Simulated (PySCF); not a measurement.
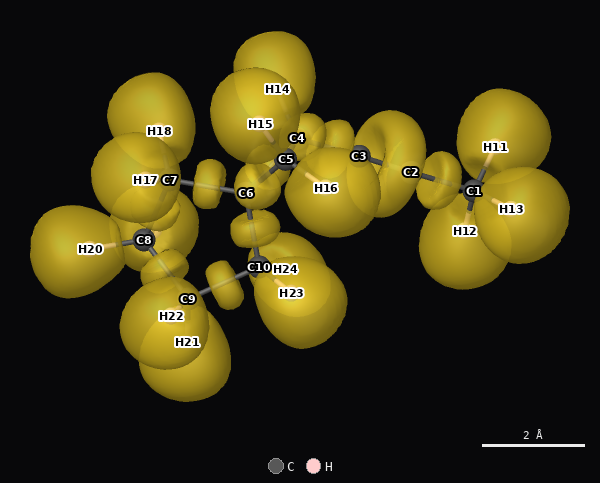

Figure 1: C₁₀H₁₄. Isosurface of the ELF at 0.75 (yellow), seen at a tilt. Core shells and regions of very low density are left out.

Geometry: GFN2-xTB.

Computed with PBE0/pcSseg-1, SCF density, gas phase, non-relativistic (PySCF 2.14.0).

Input

```
{"job": {"kind": "nmr", "xc": "PBE0", "basis": "pcSseg-1"}, "charge": 0, "multiplicity": 1}
C      4.006625    -0.629747     1.063200
C      2.830348    -0.452790     0.238495
C      1.863406    -0.312524    -0.458523
C      0.695486    -0.143092    -1.263916
C      0.160172     1.246543    -1.515578
C     -0.598355     0.311332    -0.627407
C     -1.927621    -0.276267    -1.081447
C     -2.602369    -0.727075     0.213531
C     -2.151505     0.325896     1.222443
C     -0.675682     0.534514     0.877512
H      4.710132    -1.302375     0.572213
H      3.727260    -1.055021     2.027491
H      4.495334     0.330413     1.229933
H      0.622863    -0.854039    -2.080831
H     -0.234800     1.463870    -2.497870
H      0.686830     2.072489    -1.060224
H     -2.529068     0.498218    -1.564850
H     -1.801194    -1.095337    -1.790036
H     -2.220930    -1.705636     0.509189
H     -3.685706    -0.789757     0.121460
H     -2.298359     0.010737     2.254528
H     -2.708041     1.251145     1.061839
H     -0.318681     1.523820     1.163783
H     -0.057880    -0.205552     1.392622
```

Run with:

```sh
OMP_NUM_THREADS=1 python probes_run.py task.json out
```

**Describe the localisation domains.**

The surface consists of eleven regions between bonded C–C atoms (shared pairs) and 14 regions around hydrogen nuclei. Along the contacts the grid gives the following. C–C (1.20 Å): the ELF peaks at about 0.80 between the atoms (a short, multiple covalent bond). C–H (1.08 Å): the ELF climbs to about 1 towards the hydrogen, as it does in any bond to H; a covalent bond by its length.
